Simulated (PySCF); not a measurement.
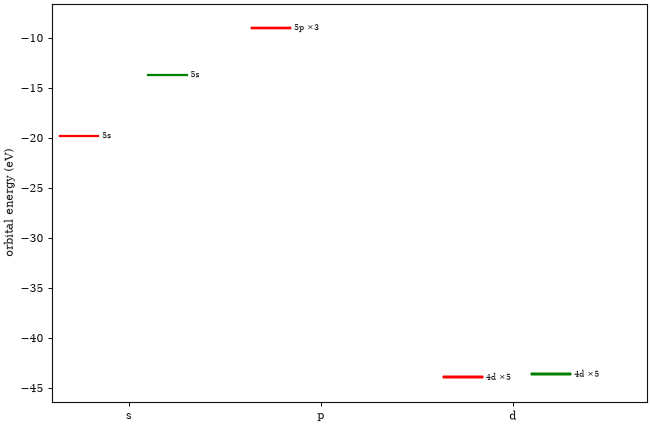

Orbital energies of the mean field, from the top down to −44.0 eV, by angular momentum, α spin at the left of each column and β at the right; ×n counts the orbitals under one label. The highest filled orbital is 5p α at −9.03 eV, the lowest empty one p β at 1.20 eV.

## Run report: Sb, atomic calculation

System: Sb, configuration 1s2 2s2 2p6 3s2 3p6 3d10 4s2 4p6 4d10 5s2 5p3, multiplicity 4.
Method: unrestricted HF, x2c-TZVPall, spin-free X2C-1e, Gaussian nucleus (PySCF).

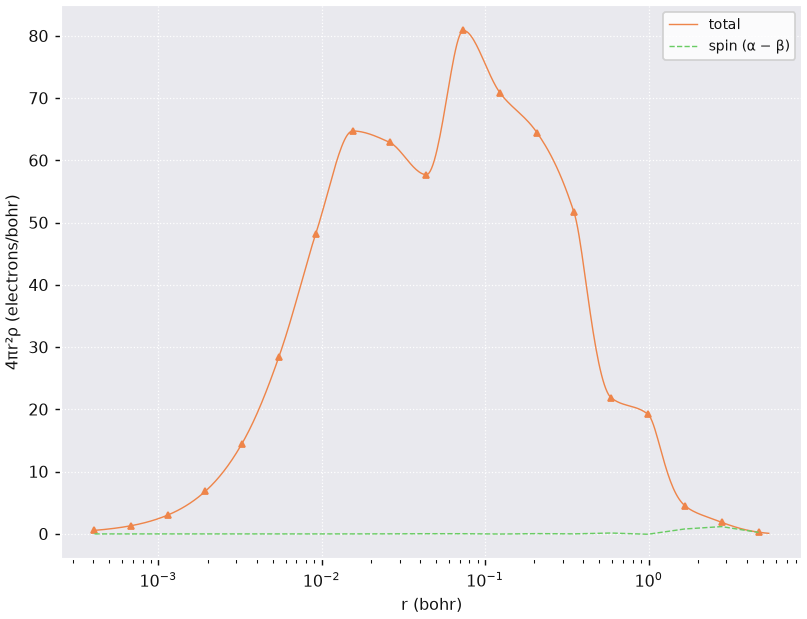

Spherically averaged radial density 4πr²ρ of the mean field and its spin part; markers are the stored points, which are sparse, and the line is a monotone interpolation between them. The largest stored value is 80.9 electrons/bohr at r = 0.074 bohr. Root-mean-square radii of the shells: 3p 0.352, 4s 0.843, 4p 0.912, 4d 1.11, 5s 2.45, 5p 3.05 bohr.

Input and output of the run follow.

**Input**
```python
from pyscf import gto, scf, dft, mp, cc
import basis_set_exchange as bse
mol = gto.M(atom="Sb 0 0 0", charge=0, spin=3, symmetry="D2h",
            basis=gto.basis.parse(bse.get_basis("x2c-TZVPall", elements=["Sb"], fmt="nwchem", header=False)),
            nucmod="G")
mf = scf.UHF(mol).sfx2c1e()
mf.irrep_nelec = {'Ag': (9, 9), 'B1g': (2, 2), 'B2g': (2, 2), 'B3g': (2, 2), 'B1u': (4, 3), 'B2u': (4, 3), 'B3u': (4, 3)}
mf.kernel()
```

The script is an equivalent of what the driver set up; the driver started from orbitals of its own, so the log can be shorter than this script's would be, and it computed the properties (radii, ⟨L²⟩, response) afterwards. It held the occupations shell by shell, which the script's counts by irreducible representation don't always enforce.

The run was one of a batch that the task file lists, launched with:
```bash
OMP_NUM_THREADS=1 python <driver script> TASK.json OUT
```

**The program's output (extracts)**
```
damping factor = 0
level_shift factor = 0
DIIS = <class 'pyscf.scf.diis.CDIIS'>
diis_start_cycle = 1
diis_space = 10
diis_damp = 0
SCF conv_tol = 1e-09
SCF conv_tol_grad = None
number electrons alpha = 27  beta = 24
cycle= 1 E= -6477.95234495266  delta_E= -1.29e-10  |g|= 3.85e-06  |ddm|= 4.87e-05
converged SCF energy = -6477.95234495266  <S^2> = 3.7525246  2S+1 = 4.0012621
```

**Key numbers**

| quantity | value |
| --- | --- |
| outcome | converged |
| total energy | −6477.9523 hartree |
| ⟨S²⟩ | 3.753 |
| SCF iterations | 1 |
| hardware | 1 thread of AMD EPYC, 163 GiB of memory available, shared host |

**Remarks**

Radii and densities are those of the two-component orbitals, without the picture-change correction, so the innermost s shells come out slightly too small (about 1 % for 1s near Z = 40, more for heavier atoms).
